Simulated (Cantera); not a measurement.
Feed: 1 mol SiF4, 1.4 mol N2O, 2.7 mol H2, held at 1.33 mbar.

Cantera equilibrium calculation (NASA polynomials, part measured and part estimated; ideal gas, pure solids and liquids). Candidate condensed phases: H2O, Si, SiO2, Si2N2O, Si3N4; 58 gas species. The tables' values for SiF3, SiF2, SiO2 are old estimates; treat these amounts as uncertain. The tables hold silica as quartz up to 1696 K and as liquid above; real silica turns to tridymite and cristobalite and melts near 1996 K. Kinetics and transport are ignored.

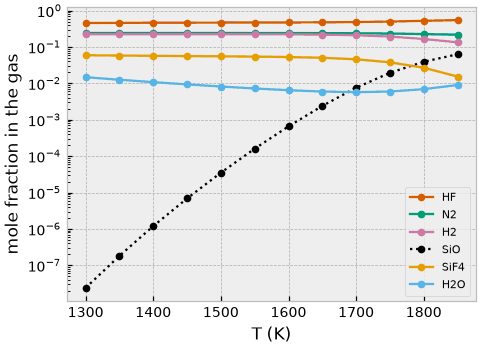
*Equilibrium gas composition (values under 1e-9 drawn at 1e-9)*

From 1300 K to 1650 K the condensed part is SiO2(β-quartz). From 1700 K to 1850 K the condensed part is SiO2(condensed). The main Si-bearing gas is SiF4 at 1300 K and SiO at 1850 K.
